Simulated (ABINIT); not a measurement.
# Quasiparticle gap of SiO2 (Stishovite) in ABINIT

How does a plane-wave GW calculation on SiO2 (Stishovite) run from the first input to the gap?

Method: PBE and many-body steps on it, plane waves, in ABINIT 10.8.3.

### 1. Starting point

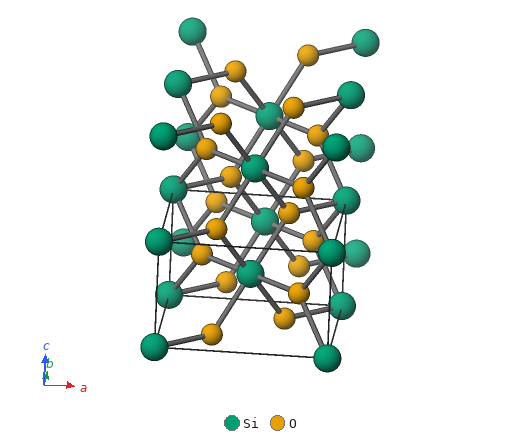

The starting structure, seen slightly off an axis (silicon teal, oxygen orange). 1×2×2 cells are drawn. Some periodic images of atoms are drawn too.

As a file:

```cif
data_structure
_symmetry_space_group_name_H-M 'P 1'
_symmetry_Int_Tables_number 1
_cell_length_a 4.1773
_cell_length_b 4.1773
_cell_length_c 2.6652
_cell_angle_alpha 90.000
_cell_angle_beta 90.000
_cell_angle_gamma 90.000
_cell_volume 46.51
loop_
_atom_site_label
_atom_site_type_symbol
_atom_site_fract_x
_atom_site_fract_y
_atom_site_fract_z
_atom_site_occupancy
Si1 Si 0.00000 0.00000 0.00000 1
Si2 Si 0.50000 0.50000 0.50000 1
O3 O 0.30590 0.30590 0.00000 1
O4 O 0.19410 0.80590 0.50000 1
O5 O 0.69410 0.69410 0.00000 1
O6 O 0.80590 0.19410 0.50000 1
```

The cell and positions come from the Crystallography Open Database and are kept as given unless a step says otherwise.

### 2. Ground state

This step: ABINIT 10.8.3; DFT, PBE, plane waves, norm-conserving pseudopotentials.

The ground-state density comes first.

run.abi reads:

```
acell 3*1.0 Angstrom
rprim 
  4.177300000000 0.000000000000 0.000000000000
  0.000000000000 4.177300000000 0.000000000000
  0.000000000000 0.000000000000 2.665200000000
ntypat 2
znucl 14 8
natom 6
typat 1 1 2 2 2 2
xred 
  0.000000000000 0.000000000000 0.000000000000
  0.500000000000 0.500000000000 0.500000000000
  0.305900000000 0.305900000000 0.000000000000
  0.194100000000 0.805900000000 0.500000000000
  0.694100000000 0.694100000000 0.000000000000
  0.805900000000 0.194100000000 0.500000000000
pp_dirpath "pseudos"
pseudos "Si.upf, O.upf"
ecut 36
ngkpt 6 6 8
nshiftk 1
shiftk 0 0 0
kptopt 1
chksymbreak 0
nband 23
occopt 1
tolvrs 1e-10
nstep 60
prtwf 0
optforces 0
optstress 0
indata_prefix "in"
outdata_prefix "out"
tmpdata_prefix "tmp"
```

Launch:

```
$ OMP_NUM_THREADS=1 mpirun -n 8 abinit run.abi > log
```

Numbers of over 12 decimals in the logs are rounded to 6 here.

The program printed:

```text
.Version 10.8.3 of ABINIT. v10.8.2 released Aug 2026.

 Symmetries : space group P4_2/m n m (#136); Bravais tP (primitive tetrag.)
================================================================================
 Values of the parameters that define the memory need of the present run
     intxc =       0    ionmov =       0      iscf =       7    lmnmax =       6
     lnmax =       6     mgfft =      45  mpssoang =       3    mqgrid =    3001
     natom =       6  nloc_mem =       1    nspden =       1   nspinor =       1
    nsppol =       1      nsym =      16    n1xccc =    2501    ntypat =       2
    occopt =       1   xclevel =       2
-    mband =          23        mffmem =           1         mkmem =           7
       mpw =        3254          nfft =       60750          nkpt =          50
================================================================================
  Rough estimation (10% accuracy) of disk space for files :
================================================================================

--------------------------------------------------------------------------------
------------- Echo of variables that govern the present computation ------------
--------------------------------------------------------------------------------
 -outvars: echo values of preprocessed input variables --------
            acell      1.8897261259E+00  1.8897261259E+00  1.8897261259E+00 Bohr

      chksymbreak           0
             ecut      3.60000000E+01 Hartree
-          fftalg         312

              ixc     -101130
              kpt      0.00000000E+00  0.00000000E+00  0.00000000E+00
                       1.66666667E-01  0.00000000E+00  0.00000000E+00
                       3.33333333E-01  0.00000000E+00  0.00000000E+00
                       5.00000000E-01  0.00000000E+00  0.00000000E+00
                       1.66666667E-01  1.66666667E-01  0.00000000E+00
                       3.33333333E-01  1.66666667E-01  0.00000000E+00
                       5.00000000E-01  1.66666667E-01  0.00000000E+00
                       3.33333333E-01  3.33333333E-01  0.00000000E+00
                       5.00000000E-01  3.33333333E-01  0.00000000E+00
   [... 39 further rows ...]
                       5.00000000E-01  3.33333333E-01  5.00000000E-01
                       5.00000000E-01  5.00000000E-01  5.00000000E-01
         kptrlatt        6    0    0      0    6    0      0    0    8
          kptrlen      4.02919846E+01
P           mkmem           7
            natom           6
            nband          23
            ngfft          45      45      30
             nkpt          50
            nstep          60
             nsym          16
           ntypat           2
              occ      2.000000  2.000000  2.000000  2.000000  2.000000  2.000000
                       2.000000  2.000000  2.000000  2.000000  2.000000  2.000000
                       2.000000  2.000000  2.000000  2.000000  0.000000  0.000000
                       0.000000  0.000000  0.000000  0.000000  0.000000
        optforces           0
        optstress           0
            prtwf           0
            rprim      4.1773000000E+00  0.0000000000E+00  0.0000000000E+00
[...]
spgroup         136

           tolvrs      1.00000000E-10

             xred      0.0000000000E+00  0.0000000000E+00  0.0000000000E+00
[...]
znucl       14.00000    8.00000

================================================================================

 chkinp: Checking input parameters for consistency.

================================================================================
== DATASET  1 ==================================================================
-   mpi_nproc: 8, omp_nthreads: 1 (-1 if OMP is not activated)

--- !DatasetInfo
iteration_state: {dtset: 1, }
dimensions: {natom: 6, nkpt: 50, mband: 23, nsppol: 1, nspinor: 1, nspden: 1, mpw: 3254, }
cutoff_energies: {ecut:  36.0, pawecutdg:  -1.0, }
electrons: {nelect:   3.20000000E+01, charge:   0.00000000E+00, occopt:   1.00000000E+00, tsmear:   1.00000000E-02, }

 Real(R)+Recip(G) space primitive vectors, cartesian coordinates (Bohr,Bohr^-1):
 R(1)=  7.8939529  0.0000000  0.0000000  G(1)=  0.1266792  0.0000000  0.0000000
 R(2)=  0.0000000  7.8939529  0.0000000  G(2)=  0.0000000  0.1266792  0.0000000
 R(3)=  0.0000000  0.0000000  5.0364981  G(3)=  0.0000000  0.0000000  0.1985507
 Unit cell volume ucvol=  3.1384682E+02 bohr^3
 Angles (23,13,12)=  9.00000000E+01  9.00000000E+01  9.00000000E+01 degrees

 getcut: wavevector=  0.0000  0.0000  0.0000  ngfft=  45  45  30
         ecut(hartree)=     36.000   => boxcut(ratio)=   2.06368

--- Pseudopotential description ------------------------------------------------
- Si Generated using ONCVPSP code by D. R. Hamann
- 14.00000   4.00000  171031                  znucl, zion, pspdat
12 -101130 2 -1 1510                          pspcod,pspxc,lmax,lloc,mmax
     nproj     2     2     2
  pspatm : epsatm=    9.34321561
         --- l  ekb(1:nproj) -->
[...]
pspatm: atomic psp has been read  and splines computed

- O Generated using ONCVPSP code by D. R. Hamann
-  8.00000   6.00000  171031                  znucl, zion, pspdat
12 -101130 2 -1 936                           pspcod,pspxc,lmax,lloc,mmax
     nproj     2     2     1
  pspatm : epsatm=    6.19545534
         --- l  ekb(1:nproj) -->
[...]
2   -1.331955
 pspatm: atomic psp has been read  and splines computed

   1.39098408E+03                                ecore*ucvol(ha*bohr**3)
--------------------------------------------------------------------------------

_setup2: Arith. and geom. avg. npw (full set) are    3237.045    3237.034

================================================================================

--- !BeginCycle
iteration_state: {dtset: 1, }
solver: {iscf: 7, nstep: 60, nline: 4, wfoptalg: 0, }
tolerances: {tolvrs: 1.00E-10, }

     iter   Etot(hartree)      deltaE(h)  residm     vres2
 ETOT  1  -74.569188414245    -7.457E+01 7.763E-02 5.363E+02
 ETOT  2  -74.672149267115    -1.030E-01 1.202E-02 4.000E+02
 ETOT  3  -74.864252307588    -1.921E-01 9.662E-03 8.402E-01
 ETOT  4  -74.864797475181    -5.452E-04 3.806E-03 9.094E-03
 ETOT  5  -74.864798896146    -1.421E-06 2.856E-03 3.402E-04
 ETOT  6  -74.864798935009    -3.886E-08 2.850E-03 1.061E-05
 ETOT  7  -74.864798936891    -1.882E-09 9.666E-04 5.060E-07
 ETOT  8  -74.864798936999    -1.078E-10 5.745E-04 3.597E-09
 ETOT  9  -74.864798936999    -2.132E-13 1.621E-04 1.127E-10
 ETOT 10  -74.864798936998     4.121E-13 2.198E-04 4.710E-13

 At SCF step   10       vres2   =  4.71E-13 < tolvrs=  1.00E-10 =>converged.

--- !ResultsGS
iteration_state: {dtset: 1, }
comment   : Summary of ground state results
lattice_vectors:
- [  7.8939529,   0.0000000,   0.0000000, ]
- [  0.0000000,   7.8939529,   0.0000000, ]
- [  0.0000000,   0.0000000,   5.0364981, ]
lattice_lengths: [   7.89395,    7.89395,    5.03650, ]
lattice_angles: [ 90.000,  90.000,  90.000, ] # degrees, (23, 13, 12)
lattice_volume:   3.1384682E+02
convergence: {deltae:  4.121E-13, res2:  4.710E-13, residm:  2.198E-04, diffor:  0.000E+00, }
etotal    :  -7.48647989E+01
entropy   :   0.00000000E+00
fermie    :   2.51031542E-01
cartesian_stress_tensor: null
pressure_GPa: null
xred      :
- [  0.0000E+00,   0.0000E+00,   0.0000E+00, Si]
- [  5.0000E-01,   5.0000E-01,   5.0000E-01, Si]
- [  3.0590E-01,   3.0590E-01,   0.0000E+00,  O]
- [  1.9410E-01,   8.0590E-01,   5.0000E-01,  O]
- [  6.9410E-01,   6.9410E-01,   0.0000E+00,  O]
- [  8.0590E-01,   1.9410E-01,   5.0000E-01,  O]
cartesian_forces: null
force_length_stats: {min: null, max: null, mean: null, }

 Integrated electronic density in atomic spheres:
 ------------------------------------------------
 Atom  Sphere_radius  Integrated_density
[...]
================================================================================

 ----iterations are completed or convergence reached----

 Mean square residual over all n,k,spin=   16.535E-07; max=  21.979E-05
 reduced coordinates (array xred) for    6 atoms
[...]
0.500000000000      0.500000000000      0.500000000000
       0.305900000000      0.305900000000      0.000000000000
       0.194100000000      0.805900000000      0.500000000000
       0.694100000000      0.694100000000      0.000000000000
       0.805900000000      0.194100000000      0.500000000000
 rms dE/dt=  0.0000E+00; max dE/dt=  0.0000E+00; dE/dt below (all hartree)
    1       0.000000000000      0.000000000000      0.000000000000
    2       0.000000000000      0.000000000000      0.000000000000
    3       0.000000000000      0.000000000000      0.000000000000
    4       0.000000000000      0.000000000000      0.000000000000
    5       0.000000000000      0.000000000000      0.000000000000
    6       0.000000000000      0.000000000000      0.000000000000

 cartesian coordinates (angstrom) at end:
    1      0.000000     0.000000     0.000000
    2      2.088650     2.088650     1.332600
    3      1.277836     1.277836     0.000000
    4      0.810814     3.366486     1.332600
    5      2.899464     2.899464     0.000000
    6      3.366486     0.810814     1.332600
 length scales=  1.889726125908  1.889726125908  1.889726125908 bohr
              =  1.000000000000  1.000000000000  1.000000000000 angstroms
 prteigrs : about to open file out_EIG
 Fermi (or HOMO) energy (hartree) =   0.25103   Average Vxc (hartree)=  -0.44880
 Eigenvalues (hartree) for nkpt=  50  k points:
 kpt#   1, nband= 23, wtk=  0.00347, kpt=  0.0000  0.0000  0.0000 (reduced coord)
  -0.57612   -0.44238   -0.44238   -0.43351   -0.14830    0.01492    0.01492    0.02211
   0.05326    0.06318    0.13536    0.13536    0.15875    0.21854    0.21854    0.25103
   0.45999    0.49956    0.56681    0.56681    0.66193    0.68298    0.77775
 prteigrs : prtvol=0 or 1, do not print more k-points.

--- !EnergyTerms
iteration_state     : {dtset: 1, }
comment             : Components of total free energy in Hartree
kinetic             :  4.93020174063559E+01
hartree             :  1.57117769475494E+01
xc                  : -2.03760017374707E+01
Ewald energy        : -6.39508232852962E+01
psp_core            :  4.43204765820757E+00
local_psp           : -5.00270598471996E+01
non_local_psp       : -9.95675607914484E+00
total_energy        : -7.48647989369985E+01
total_energy_eV     : -2.03717496010237E+03
band_energy         : -1.95430620109491E+00

== END DATASET(S) ==============================================================
================================================================================

 -outvars: echo values of variables after computation  --------
           etotal     -7.4864798937E+01
            nband          23
             nkpt          50
          spgroup         136
 [... the other variables as echoed above ...]

 Calculation completed.
```

Elapsed: 19 s, on 8 MPI ranks of Arm Neoverse V2, shared host; peak memory 0.67 GiB.

This step gave:

- total energy: -2037.1750 eV
- gap: 5.686 eV
- k of the valence top: 0, 0, 0
- k of the conduction bottom: 0, 0, 0
- least direct gap: 5.686 eV

The gap is direct, at Γ.

(Continued in part 2 of 3.)

[Paths, hosts, dates, memory and timing lines, banners, echoed tables and standing remarks are left out of the program output.]

[Logs are printed without paths, hosts, clocks, repeated set-up lines and the standing remarks that a program may print on its own settings, such as how far it seeks lower states.]

[Runs of the session that timed out or met a known fault of the program may be left out.]

[Hosts, paths, dates, database ids (printed as entryN), source tags and the programs' standing remarks are cut or masked in the printed files.]

[G0W0 gaps are taken among the corrected bands and points alone; a level outside them can change the order at an edge.]

[Where Ansatz stands beside ABINIT at settings called matched, ABINIT's density can come from a denser mesh and the files from another edition; pairs whose starting gaps differed by over 0.03 eV were left out, so agreement reads better than it is.]
